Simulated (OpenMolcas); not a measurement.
How basis sets differ on BSiH4OF (SMILES FBO[SiH3])

The species is BSiH4OF (8 atoms), meant as a singlet with charge 0. SMILES: `FBO[SiH3]`. The coordinates come from a PBE0-D4/def2-TZVP relaxation. This is one conformer, not always the lowest.

```tsv
atom	x (Å)	y (Å)	z (Å)
F	-1.5994	-1.6992	1.4261
B	-0.6854	-0.7876	1.1330
O	-0.4875	-0.4771	-0.1576
Si	0.5210	0.5728	-0.9454
H	-0.0753	-0.2785	2.0298
H	-0.3171	1.5310	-1.7024
H	1.3707	1.2957	0.0346
H	1.3650	-0.2143	-1.8737
```

Each level gives the dipole moment (D). The values are calculated.

| level | kind | program | value (D) | CPU time |
| --- | --- | --- | --- | --- |
| HF/ANO-R0 (sfX2C) | Hartree–Fock | OpenMolcas | 0.83 | 5.4 s |
| HF/ANO-S-MB | Hartree–Fock | OpenMolcas | 2.56 | 3.4 s |
| HF/STO-3G | Hartree–Fock | OpenMolcas | 2.04 | 2.5 s |
| HF/3-21G | Hartree–Fock | OpenMolcas | 2.72 | 2.9 s |
| HF/6-311+G** | Hartree–Fock | OpenMolcas | 2.34 | 27 s |

The values span 0.83 to 2.72 D. Magnitudes only. Sets without polarisation functions give poor dipoles. CPU times are rough (shared hosts, several kinds of processor and program).

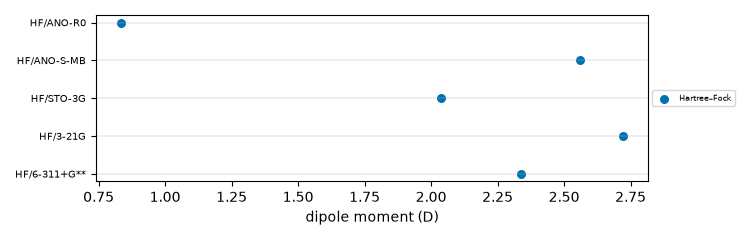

The values of the table, level by level.
